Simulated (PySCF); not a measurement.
```yaml
atoms:
  - { symbol: C, position_ang: [-0.9270, 0.5545, -1.5383] }
  - { symbol: C, position_ang: [-1.1353, -0.2487, -0.2608] }
  - { symbol: C, position_ang: [0.1272, -0.9953, 0.1924] }
  - { symbol: C, position_ang: [1.1740, -0.0438, 0.7061] }
  - { symbol: F, position_ang: [1.9189, 0.5052, -0.3051] }
  - { symbol: C, position_ang: [1.0378, 0.6786, 1.9467] }
  - { symbol: S, position_ang: [2.1824, -0.5925, 2.1650] }
  - { symbol: H, position_ang: [-0.1644, 1.3159, -1.4009] }
  - { symbol: H, position_ang: [-1.8528, 1.0469, -1.8255] }
  - { symbol: H, position_ang: [-0.6184, -0.0968, -2.3531] }
  - { symbol: H, position_ang: [-1.9224, -0.9873, -0.4241] }
  - { symbol: H, position_ang: [-1.4589, 0.4148, 0.5443] }
  - { symbol: H, position_ang: [0.5438, -1.5689, -0.6384] }
  - { symbol: H, position_ang: [-0.1331, -1.6836, 0.9976] }
  - { symbol: H, position_ang: [1.2237, 1.7090, 2.1722] }
```

Geometry: GFN2-xTB.

Computed with UKS B3LYP, pcH-1 on C F H S, non-relativistic, mean-field spin-orbit, GIAO in PySCF.

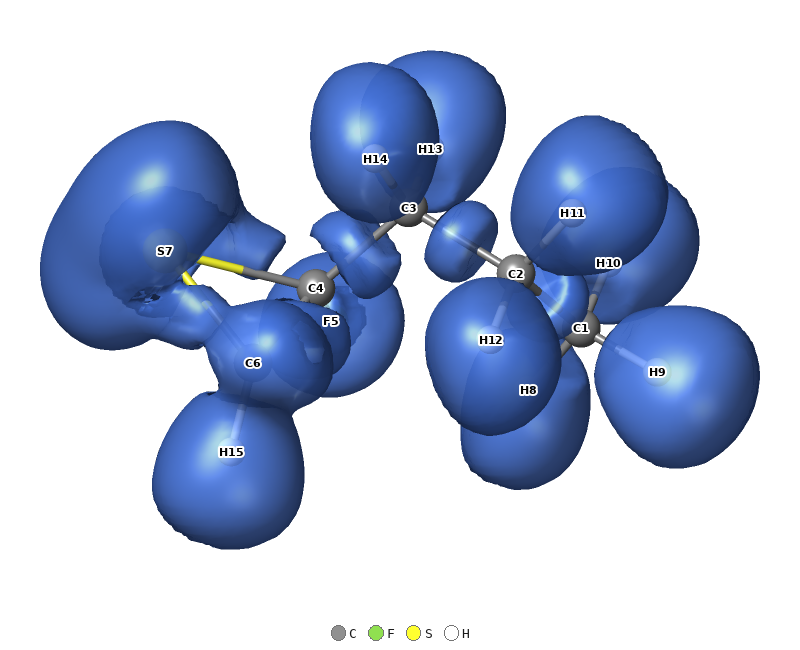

C5H8FS (doublet). Isosurface of the electron localisation function at 0.75 (blue), seen at a tilt. Core shells and regions of very low density are left out.

### What do the ELF domains correspond to?

The surface consists of three regions between bonded C–C atoms (shared pairs), seven regions around hydrogen nuclei, one region on F in which the atom's valence shell and bonds are merged and one joined region spread over several atoms (C, H, S), in which their bonds and any lone pairs are merged. Profiles from the grid: C–F (1.37 Å): the ELF peaks at about 0.80 between the atoms; a polar covalent bond. C–C (1.44 Å): the ELF peaks at about 0.95 between the atoms, as expected for localised, covalent bonding.
